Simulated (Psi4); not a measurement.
# HF/6-31G(d) (density fitting with cc-pvqz-jkfit, spherical functions, sweep point 5) run of [S3]2− ([S3]2-)

Aim: the vertical singlet–triplet gap of [S3]2− ([S3]2-) at HF/6-31G* (density fitting with cc-pvqz-jkfit, spherical functions, sweep point 5), from 2 runs. 

The results are computed with Psi4 1.11.

2 further runs of the same task are left out: 2 set aside as unsound or not needed.

### Step 1. The system as given

The species is [S3]2− (3 atoms), meant as a singlet with charge -2. The coordinates come from a GFN2-xTB relaxation.

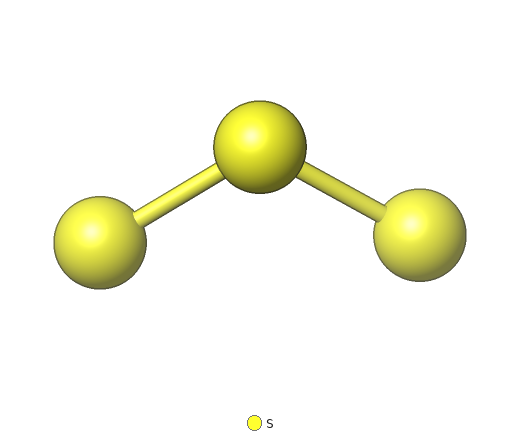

Viewed from a chosen angle; sulfur yellow.

### Step 2. The energy at HF/6-31G(d) (density fitting with cc-pvqz-jkfit, spherical functions, sweep point 5)

calc.inp

```
memory 1600 mb

molecule mol {
  -2 1
  S      1.34848967    -0.30063653     2.95581512
  S     -0.76626505     1.19109438     0.12846358
  S     -0.58222462    -0.89043895    -3.08427870
  units bohr
  symmetry c1
}

set puream true
set scf_type df
set df_basis_scf cc-pvqz-jkfit

energy_value, wavefunction = energy('hf/6-31G*', return_wfn=True)
print_variables()
```

Command:

```sh
$ psi4 calc.inp calc.out -n 1
```

calc.out, cut to the lines that bear on the results:

```text
[...]
  Running in c1 symmetry.
[...]
  Nuclear repulsion =  173.783652772933920
[...]
  Multiplicity = 1
[...]
  Nalpha       = 25
  Nbeta        = 25
[...]
    Number of basis functions: 54
[...]
   @DF-RHF iter   1: -1192.32655079404822   -3.50625e-01   5.85308e-03 DIIS/ADIIS
[...]
   @DF-RHF iter   8: -1192.41369711432867   -1.74039e-07   8.60241e-07 DIIS
[...]
    Orbital Energies [Eh]
    ---------------------
    Doubly Occupied:
       1A    -91.560932     2A    -91.500722     3A    -91.500706
       4A     -8.575438     5A     -8.514550     6A     -8.514535
       7A     -6.258148     8A     -6.256023     9A     -6.253892
      10A     -6.198018    11A     -6.198018    12A     -6.194107
      13A     -6.194106    14A     -6.193737    15A     -6.193734
      16A     -0.645125    17A     -0.492021    18A     -0.340282
      19A     -0.091587    20A     -0.075948    21A     -0.070921
      22A      0.044582    23A      0.061786    24A      0.066704
      25A      0.125929
[...]
  @DF-RHF Final Energy: -1192.41369711432867
   => Energetics <=
    Nuclear Repulsion Energy =            173.7836527729339196
    One-Electron Energy =               -2017.3475618775453313
    Two-Electron Energy =                 651.1502119902826280
    Total Energy =                      -1192.4136971143288974
[...]
 Multipole Moments:
 ------------------------------------------------------------------------------------
     Multipole            Electronic (a.u.)      Nuclear  (a.u.)        Total (a.u.)
 ------------------------------------------------------------------------------------
 L = 1.  Multiply by 2.5417464519 to convert [e a0] to [Debye]
 Dipole X            :         -0.6927778           -0.0000000           -0.6927778
 Dipole Y            :         -0.0658563           -0.0000000           -0.0658563
 Dipole Z            :         -0.0000000            0.0000000           -0.0000000
 Magnitude           :                                                    0.6959009
[...]
```

Run time: 1.4 s. Hardware: 1 thread of AMD EPYC 9R14 (Zen 4), shared host; peak memory 0.2 GiB.

### Step 3. The triplet at the same level

calc.inp

```
memory 1600 MB

molecule {
  -2 3
  S      1.34848967    -0.30063653     2.95581512
  S     -0.76626505     1.19109438     0.12846358
  S     -0.58222462    -0.89043895    -3.08427870
  units bohr
  symmetry c1
}

set {
  basis        6-31G*
  reference    uhf
  puream       true
  scf_type     df
  df_basis_scf cc-pvqz-jkfit
  maxiter      150
}

e_tot, wfn = energy("scf", return_wfn=True)
```

Command:

```sh
$ psi4 -n 1 calc.inp calc.out
```

calc.out, cut to the lines that bear on the results:

```text
[...]
  Running in c1 symmetry.
[...]
  Nuclear repulsion =  173.783652772933920
[...]
  Multiplicity = 3
[...]
  Nalpha       = 26
  Nbeta        = 24
[...]
    Number of basis functions: 54
[...]
   @DF-UHF iter   1: -1192.20683166629556   -2.30906e-01   6.22671e-03 ADIIS/DIIS
[...]
   @DF-UHF iter  11: -1192.30780716748018   -5.46254e-08   7.62348e-07 DIIS
[...]
   @S^2 Observed:                2.036303112E+00
[...]
    Orbital Energies [Eh]
    ---------------------
    Alpha Occupied:
       1A    -91.593532     2A    -91.500754     3A    -91.500670
       4A     -8.610134     5A     -8.515530     6A     -8.515454
       7A     -6.295785     8A     -6.287682     9A     -6.284874
      10A     -6.201189    11A     -6.201121    12A     -6.198290
      13A     -6.198223    14A     -6.192646    15A     -6.192561
      16A     -0.689820    17A     -0.517600    18A     -0.387433
      19A     -0.129431    20A     -0.120122    21A     -0.119701
      22A      0.020714    23A      0.050496    24A      0.052687
      25A      0.079291    26A      0.227180
    Alpha Virtual:
[...]
  @DF-UHF Final Energy: -1192.30780716748018
   => Energetics <=
    Nuclear Repulsion Energy =            173.7836527729339196
    One-Electron Energy =               -2016.9178717949650945
    Two-Electron Energy =                 650.8264118545509973
    Total Energy =                      -1192.3078071674801777
  UHF NO Occupations:
  HONO-2 :   24  A 1.9905782
  HONO-1 :   25  A 1.0000000
[...]
 Multipole Moments:
 ------------------------------------------------------------------------------------
     Multipole            Electronic (a.u.)      Nuclear  (a.u.)        Total (a.u.)
 ------------------------------------------------------------------------------------
 L = 1.  Multiply by 2.5417464519 to convert [e a0] to [Debye]
 Dipole X            :         -0.9794432           -0.0000000           -0.9794432
 Dipole Y            :         -0.0919830           -0.0000000           -0.0919830
 Dipole Z            :         -0.0000000            0.0000000           -0.0000000
 Magnitude           :                                                    0.9837530
[...]
```

Wall time 1.4 s (1 thread of AMD EPYC 9R14 (Zen 4), shared host); peak memory 0.2 GiB.

### Step 4. Results

At HF/6-31G* (density fitting with cc-pvqz-jkfit, spherical functions, sweep point 5):

| quantity | value |
| --- | --- |
| singlet: total energy | -1192.41370 Eh |
| singlet: HOMO energy | 3.43 eV |
| singlet: LUMO energy | 13.67 eV |
| singlet: HOMO–LUMO gap (to an unbound level, set by the basis) | 10.25 eV |
| triplet: total energy | -1192.30781 Eh |
| triplet: HOMO energy (highest over α and β) | 6.18 eV |
| triplet: LUMO energy (lowest over α and β) | 10.84 eV |
| triplet: ⟨S²⟩ | 2.036 |
| vertical energy of the triplet above the singlet | 2.881 eV |

At this shape the triplet lies 2.88 eV (66 kcal/mol) above the singlet. Its highest level lies above zero, so the electron may be held by the basis, which then sets this gap. The HOMO (singlet) lies at positive energy, 3.43 eV: the electron is unbound at this level or held by a compact basis; values depend on the basis. The HOMO (triplet) lies at positive energy, 6.18 eV: the electron is unbound at this level or held by a compact basis; values depend on the basis.
